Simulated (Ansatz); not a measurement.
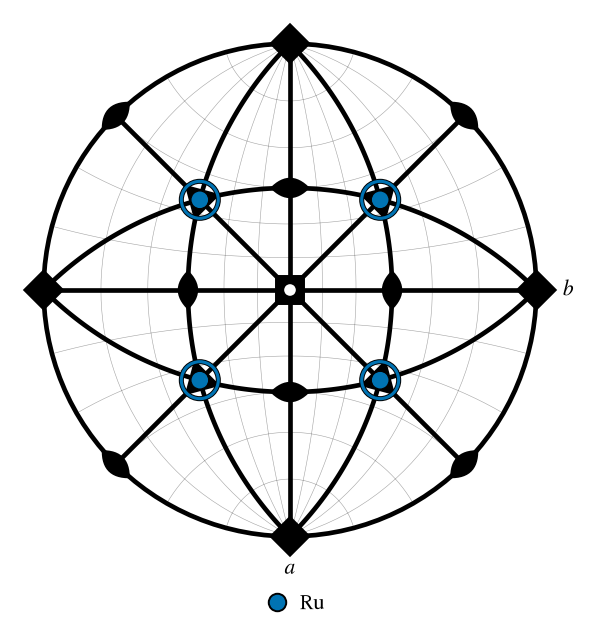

Crystal: CuRu₄, the end point of a relaxation with Ansatz 0.2.0, DFT PBE, scalar-relativistic, plane waves, PAW; the starting structure was generated, so it need not be a known form of this composition. Directions from one copper atom at (0, 0, 0) to its bonded neighbours, in stereographic projection down c (filled: above the plane of the page or in it, open: below). The drawing is computed from the coordinates (standard cell, symmetry found to 0.002 Å).

Neighbours are counted up to 2.64 Å for Ru. The symmetry elements of the site are drawn in: heavy lines are mirror planes (a heavy rim: a mirror in the plane of the page); lens, triangle, square and hexagon are 2-, 3-, 4- and 6-fold axes, a lens in an open square is −4, a triangle in an open hexagon −6; thin dashed diameters join the ends of axes that lie in the page; a small open circle marks inversion.

```
Cu Ru
1.0
     5.44540    0.00000    0.00000
     0.00000    5.44540    0.00000
     0.00000    0.00000    5.44540
Cu Ru
2 8
Direct
  0.00000 0.00000 0.00000
  0.50000 0.50000 0.50000
  0.25000 0.25000 0.75000
  0.75000 0.25000 0.25000
  0.25000 0.75000 0.25000
  0.25000 0.25000 0.25000
  0.75000 0.75000 0.25000
  0.25000 0.75000 0.75000
  0.75000 0.25000 0.75000
  0.75000 0.75000 0.75000
```

How many neighbours are there, and at what angles?

8: 8 Ru at 2.36 Å. Angles between bonds: 71° (12×), 109° (12×), 180° (4×).

What is the site's symmetry in the crystal?

Point group m-3m (Oh), order 48: three fourfold axes, four threefold axes, six twofold axes, nine mirror planes, an inversion centre. In No. 229, Im-3m this is Wyckoff position 2a.
